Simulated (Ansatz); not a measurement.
**RPA@PBE0/6-31G(d) (spherical functions) run of CH6AlFSi (SMILES C[SiH2][AlH][F])**

Aim: the vertical ionisation energy of CH6AlFSi at RPA@PBE0/6-31G* (spherical functions), from 2 runs. 

The results are computed with Ansatz 0.2.0.

128 further runs of the same task are left out: 128 set aside as unsound or not needed.

## 1. The molecule

The species is CH6AlFSi (10 atoms), meant as a singlet with charge 0. As SMILES, `C[SiH2][AlH][F]`. The coordinates come from a PBE0-D4/def2-TZVP relaxation. This is one conformer, not always the lowest.

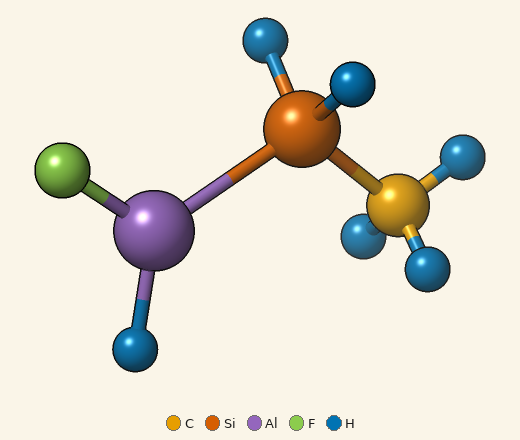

The structure, seen from a chosen angle (carbon amber, silicon orange, aluminium purple, fluorine green, hydrogen blue).

## 2. The energy at RPA@PBE0/6-31G(d) (spherical functions)

input.yaml reads:

```yaml
crystal:
  periodic: [false, false, false]
  atoms:
    - {symbol: C, position_ang: [0.209300, 1.522100, -0.549700]}
    - {symbol: Si, position_ang: [-0.487300, 0.185700, 0.578100]}
    - {symbol: Al, position_ang: [0.320500, -2.061900, 0.018500]}
    - {symbol: F, position_ang: [-0.271300, -3.324400, 0.910100]}
    - {symbol: H, position_ang: [-0.171000, 2.504900, -0.262800]}
    - {symbol: H, position_ang: [-0.069900, 1.340800, -1.589900]}
    - {symbol: H, position_ang: [1.299800, 1.551100, -0.495300]}
    - {symbol: H, position_ang: [-1.978700, 0.198000, 0.509600]}
    - {symbol: H, position_ang: [-0.129200, 0.490400, 1.995500]}
    - {symbol: H, position_ang: [1.361100, -2.457900, -1.111000]}
basis:
  gaussian: {orbitals: 6-31G_st_-spherical.json}
hamiltonian: {xc: {name: PBE0}}
correlation: {method: rpa, frozen_orbitals: {Al: 5, C: 1, F: 1, H: 0, Si: 5}}
accuracy: high
```

The basis set 6-31G* is read from a file made from the Basis Set Exchange's data (not shown).

Launch:

```bash
$ ansatz run input.yaml --threads 1 --pin off --max-ram 3480MiB --events-out events.jsonl --progress --plain --runs-dir runs
```

The log of the run:

```text
Warning: RAYON_NUM_THREADS=1 ignored (pool sized by the plan → 1); use --threads N
Functional definition: PBE0
  name "PBE0"
  parameter a = 0.25
  parameter kappa = 0.804
  parameter beta = 0.06672455060314922
  exchange = (1 - a)*pbe_x(kappa = kappa, mu = beta*pi^2/3) + a*exact_x
  correlation = pbe_c(beta = beta)
1733 factors; integrals over basis functions are off by at most 7.2e-9 eV
mean field evaluation 1: about -18311.5596 eV, gradient 4.9e1 eV
mean field evaluation 2: about -18311.7657 eV, gradient 4.9e1 eV
mean field evaluation 4: about -18316.4123 eV, gradient 9.6e0 eV
mean field evaluation 8: about -18316.5903 eV, gradient 2.8e-1 eV
mean field evaluation 16: about -18316.5906 eV, gradient 2.1e-5 eV
mean field -18316.59063281 eV, -673.1222903249 hartree, gradient 2.3e-8 eV, S^2 0.000000; 0 other end points of the search recorded, 0 dependent functions left out
12 core orbitals not correlated: weight in the atoms' cores, before any rotation towards them, 1.000 or more for the frozen orbitals, at most 0.000 for the correlated occupied ones
reference -18277.02023517 eV, -671.6681050333 hartree; 12, 12 occupied and 52, 52 virtual orbitals, 1733 factors
Total energy: -18294.99927713 eV, -672.3288226385 hartree
```

Wall time 13 s (1 thread of Arm Neoverse V1, shared host); peak memory 0.25 GiB.

## 3. The doublet cation at the same level

in.yaml reads:

```yaml
crystal:
  periodic: [false, false, false]
  atoms:
    - {symbol: C, position_ang: [0.209300, 1.522100, -0.549700]}
    - {symbol: Si, position_ang: [-0.487300, 0.185700, 0.578100]}
    - {symbol: Al, position_ang: [0.320500, -2.061900, 0.018500]}
    - {symbol: F, position_ang: [-0.271300, -3.324400, 0.910100]}
    - {symbol: H, position_ang: [-0.171000, 2.504900, -0.262800]}
    - {symbol: H, position_ang: [-0.069900, 1.340800, -1.589900]}
    - {symbol: H, position_ang: [1.299800, 1.551100, -0.495300]}
    - {symbol: H, position_ang: [-1.978700, 0.198000, 0.509600]}
    - {symbol: H, position_ang: [-0.129200, 0.490400, 1.995500]}
    - {symbol: H, position_ang: [1.361100, -2.457900, -1.111000]}
basis:
  gaussian:
    orbitals: 6-31G_st_-spherical.json
total_charge: 1
magnetization:
  spin_polarized: true
  initial_magnetization: 1
hamiltonian:
  xc: {name: PBE0}
correlation:
  method: rpa
  frozen_orbitals: {Al: 5, C: 1, F: 1, H: 0, Si: 5}
accuracy: high
```

The basis set 6-31G* is read from a file made from the Basis Set Exchange's data (not shown).

Launch:

```bash
$ ansatz run in.yaml --threads 1 --pin off --max-ram 3480MiB --events-out events.jsonl --progress --plain --runs-dir runs
```

The log of the run, shortened:

```text
Warning: RAYON_NUM_THREADS=1 ignored (pool sized by the plan → 1); use --threads N
Functional definition: PBE0
  name "PBE0"
[...]
1733 factors; integrals over basis functions are off by at most 7.2e-9 eV
[...]
mean field -18307.09169879 eV, -672.7732109380 hartree, gradient 5.4e-8 eV, S^2 0.758002; 1 other end points of the search recorded, 0 dependent functions left out
12 core orbitals not correlated: weight in the atoms' cores, before any rotation towards them, 1.000 or more for the frozen orbitals, at most 0.000 for the correlated occupied ones
reference -18267.74541093 eV, -671.3272615292 hartree; 12, 11 occupied and 52, 53 virtual orbitals, 1733 factors
Total energy: -18285.68582195 eV, -671.9865594737 hartree
```

It took 25 s on 1 thread of Arm Neoverse V1, shared host; peak memory 0.49 GiB.

## 4. Summary of results

At RPA@PBE0/6-31G* (spherical functions), 12 core orbitals frozen:

```
                                          quantity          value
                    singlet CH6AlFSi: total energy  -672.32882 Eh
singlet CH6AlFSi: RPA correlation energy (valence)     -660.7 mEh
                      doublet cation: total energy  -671.98656 Eh
  doublet cation: RPA correlation energy (valence)     -659.3 mEh
 doublet cation: ⟨S²⟩ of the reference determinant          0.758
vertical ionisation energy (to the doublet cation)       9.313 eV
```

What this shows: Removing an electron at fixed nuclei costs 9.31 eV (899 kJ/mol).
